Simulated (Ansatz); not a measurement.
# C2H6BrIn···H2: what the fields show

```xyz
12

In    0.2973   -0.3642   -0.2565
Br    2.4563    0.0840   -1.5560
C     0.7188   -0.8318    1.8194
C    -1.4309   -0.2405   -1.5624
H     0.6775    2.3487   -0.0058
H     0.0469    2.4464    0.4299
H     1.6980   -0.3921    2.0862
H    -0.0750   -0.4345    2.4810
H     0.7678   -1.9327    1.9374
H    -1.6688   -1.2556   -1.9386
H    -2.3090    0.1567   -1.0178
H    -1.1790    0.4155   -2.4166
```

Core potentials replace the inner electrons of In.

Method: RKS PBE-D4/def2-SVP in Ansatz.

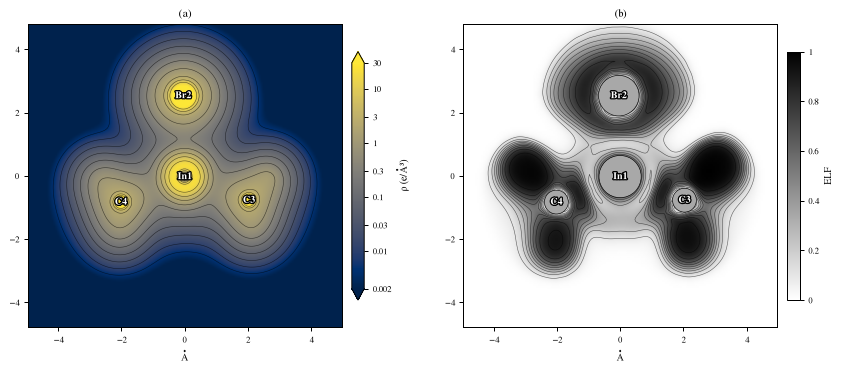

Figure 1. (a) electron density; (b) ELF on the plane of atoms Br2, In1 and C4. Grey discs cover the atomic cores in the ELF map.

### What do the fields say about this system?

- Atoms in the plane: In, Br and C.
- C–In (2.17 Å): ρ at the midpoint is about 0.63 e/Å³; the ELF peaks at about 0.90 in the valence shell of C, 0.7 Å from its nucleus, and drops to about 0.20 between the two atoms.
- In–Br (2.56 Å): ρ is about 0.42 e/Å³ halfway; the ELF peaks at about 0.75 in the valence shell of Br, 1.0 Å from its nucleus, and drops to about 0.15 between the two atoms.
- The ELF also peaks beside Br2, away from the bonds: lone-pair regions.

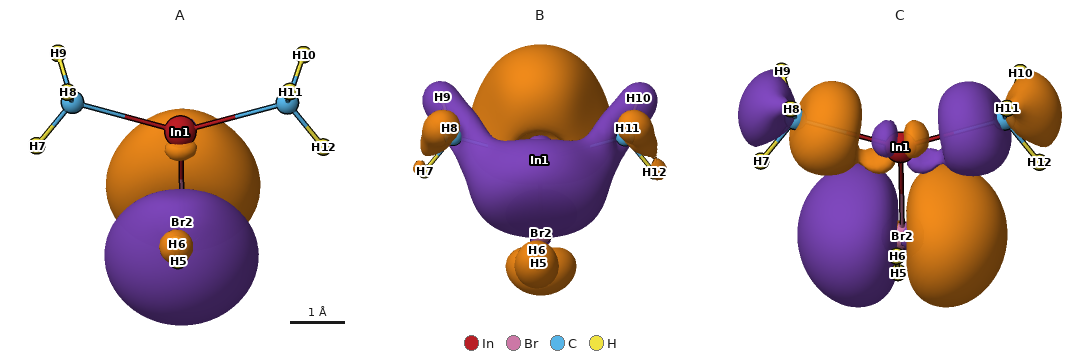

Figure 2. Three frontier orbitals at ±0.08 Å⁻³ᐟ² (orange and purple are the two phases), in no order.

### Order the three orbitals by energy and name them.

A is the HOMO−1 (−6.27 eV). It lies mainly on Br2 (about 90 %); largely a lone pair of Br2. C is the HOMO (−5.92 eV). Its weight (Hirshfeld) is mainly on Br2 (about 75 %), In1 (about 5 %), C3 (about 5 %) and C4 (about 5 %); largely a lone pair of Br2. B is the LUMO (−1.58 eV). Its weight (Hirshfeld) is mainly on In1 (about 65 %), Br2 (about 10 %), C3 (about 5 %) and C4 (about 5 %).

### What is the HOMO–LUMO gap?

4.34 eV between the orbital energies.

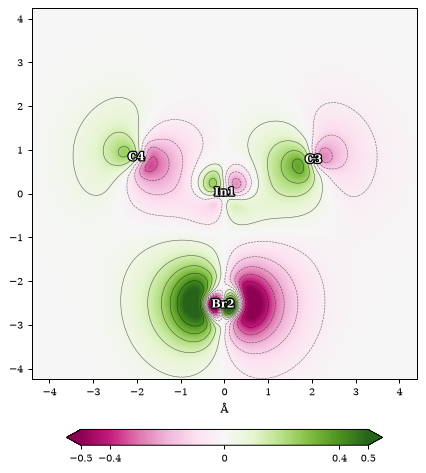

Figure 3. The HOMO on the plane of atoms Br2, In1 and C3 (values in Å⁻³ᐟ²; the overall sign is arbitrary).

### Describe this orbital and give its energy.

By Hirshfeld shares it lies mainly on Br2 (about 75 %), In1 (about 5 %), C3 (about 5 %) and C4 (about 5 %); largely a lone pair of Br2. Its energy is −5.92 eV.
